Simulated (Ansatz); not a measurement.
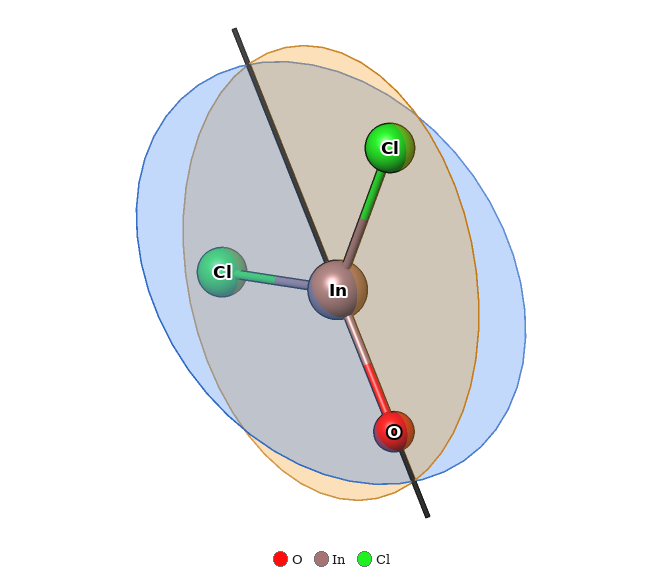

All proper rotation axes (lines) and mirror planes (discs) of the structure are drawn in. Distant atoms are faded towards the background colour. State: neutral, doublet. The geometry was computed by an optimisation with PBE0-D4/def2-TZVP. No frequency run is at hand to confirm it as a minimum.

What is the order of each axis, and which point group results?

Answer. It has 1 C2 axis and 2 mirror planes. Point group C2v. The group has 4 operations. The geometry is achiral, and symmetry allows a dipole moment.
